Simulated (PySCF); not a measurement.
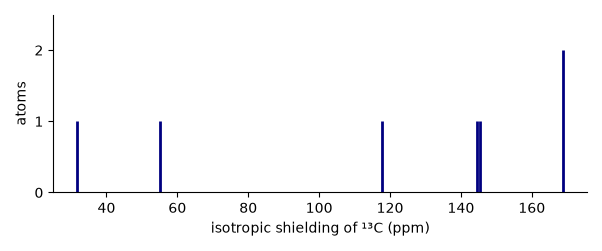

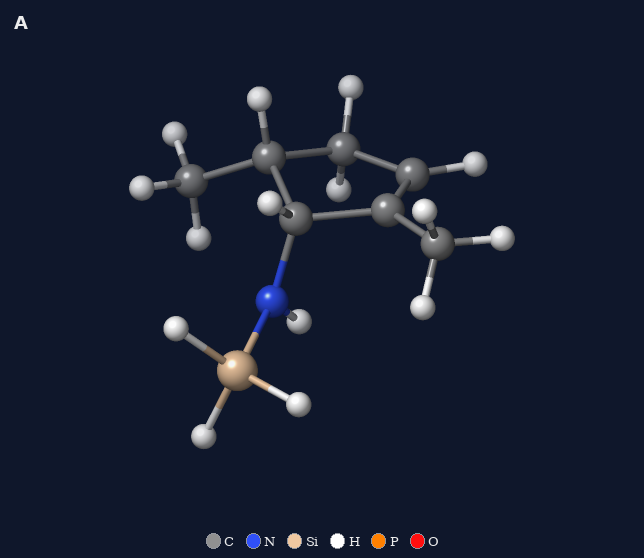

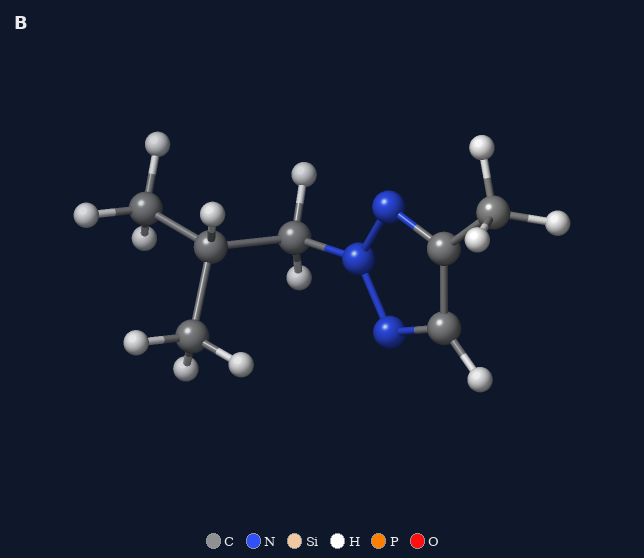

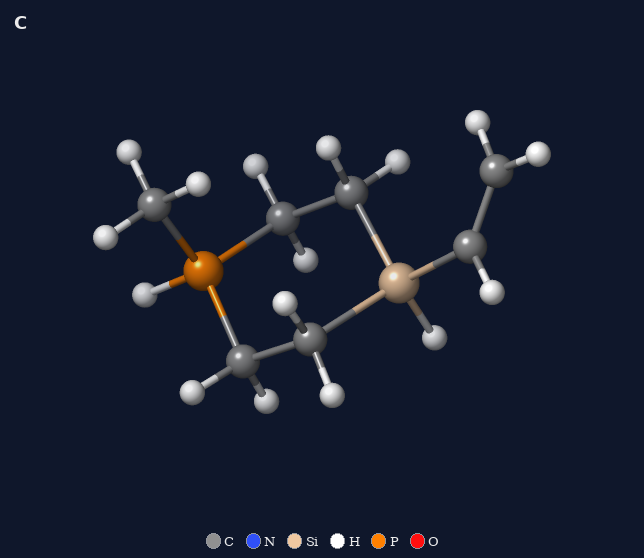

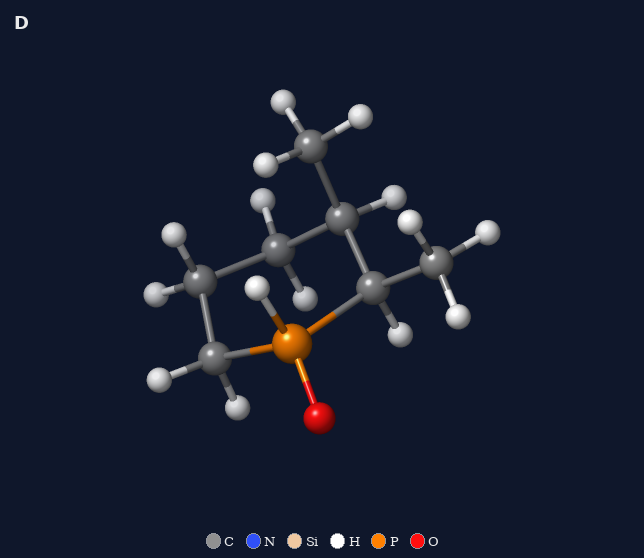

The sticks are computed shieldings of one of the molecules, for one fixed geometry (GFN2-xTB) without averaging over rotations. Low shielding means a high chemical shift. Method: GIAO PBE0/pcSseg-1 NMR shielding, non-relativistic, gas phase (PySCF 2.14.0).

**Which molecule gives this pattern?**

A, `CC1=CC[C@@H](C)[C@H]1N[SiH3]`. Its 7 C atoms give lines at 31.8, 55.1, 117.8, 144.5, 145.5, 168.8 (2 atoms) ppm.

The geometry is semi-empirical. Around P, Si such bond lengths and angles can be off by a tenth of an ångström or more and by several degrees, and values that hang on the shape move with them.
